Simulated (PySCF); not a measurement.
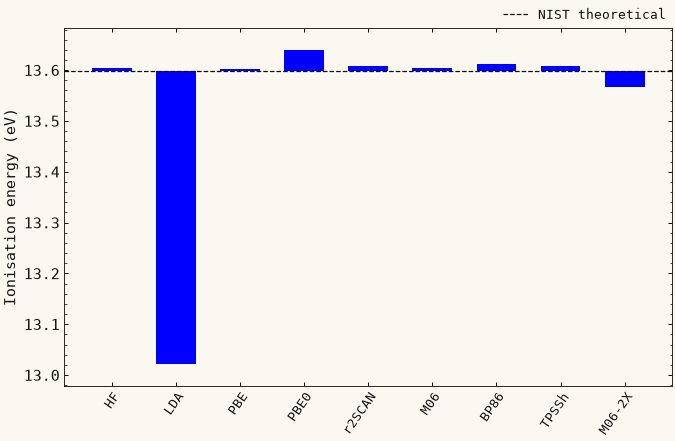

The ionisation energy of neutral hydrogen (1s → bare nucleus) across levels of theory. PySCF, ANO-RCC-VTZP, spin-free X2C-1e, unrestricted single determinants, no spin-orbit coupling.

**How do the methods compare?**

The values run from 13.022 eV (LDA) to 13.639 eV (PBE0). The NIST theoretical value is 13.598 eV; nearest to it come PBE (+0.004) and HF (+0.006), furthest LDA (−0.577 eV).

```
Method  Ionisation energy (eV)
    HF                  13.604
   LDA                  13.022
   PBE                  13.602
  PBE0                  13.639
r2SCAN                  13.609
   M06                  13.604
  BP86                  13.612
 TPSSh                  13.609
M06-2X                  13.567
```
